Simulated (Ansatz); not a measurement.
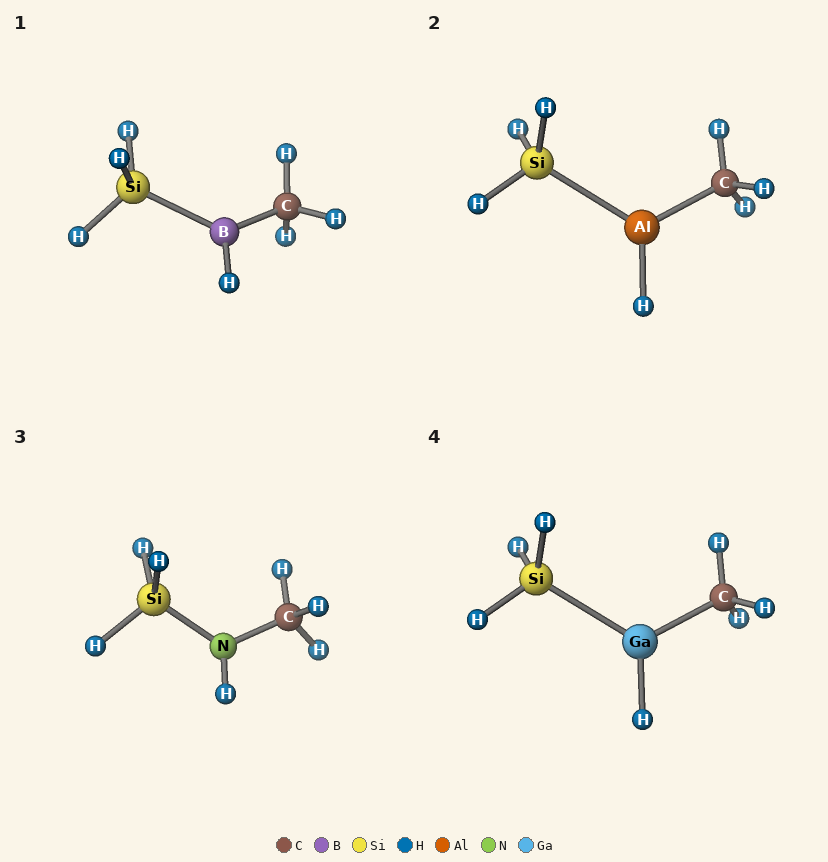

4 molecules with one skeleton, seen from the same side and at one scale. Each species is neutral and a spin singlet. Computed geometries: PBE0-D4/def2-TZVP optimisations, one conformation each. Properties computed with Ansatz 0.2.0.

One atom differs, called X below: B in panel 1, Al in panel 2, N in panel 3, Ga in panel 4. Their formulas are CH7BSi (`CB[SiH3]`), CH7AlSi (`[CH3][AlH][SiH3]`), CH7NSi (`CN[SiH3]`), CH7GaSi (`[CH3][GaH][SiH3]`).

Rank them by the length of X–Si, lowest first (PBE0-D4/def2-TZVP).

Answer. 3 (N), 1 (B), 4 (Ga), 2 (Al).

Rank them by the HOMO–LUMO gap, lowest first (PBE0-D4/def2-QZVPP).

Answer. 4 (Ga), 2 (Al), 1 (B), 3 (N).

Give the values. With PBE0-D4/def2-TZVP: length of X–C (Å), length of X–H (Å), length of X–Si (Å), angle C–X–H (°). With PBE0-D4/def2-QZVPP: HOMO energy (Kohn–Sham orbital) (eV), HOMO–LUMO gap (eV). With ωB97M-V/def2-TZVPP: dipole moment (D).

```
                            quantity  1 (B)  2 (Al)  3 (N)  4 (Ga)
                   length of X–C (Å)  1.550   1.953  1.447   1.971
                   length of X–H (Å)  1.201   1.593  1.007   1.578
                  length of X–Si (Å)  2.018   2.461  1.716   2.419
                     angle C–X–H (°)  118.6   118.9  113.7   118.1
HOMO energy (Kohn–Sham orbital) (eV)  −7.92   −7.35  −6.82   −7.34
                  HOMO–LUMO gap (eV)   6.08    5.59   7.06    5.54
                   dipole moment (D)   1.22    1.06   1.28    0.84
```
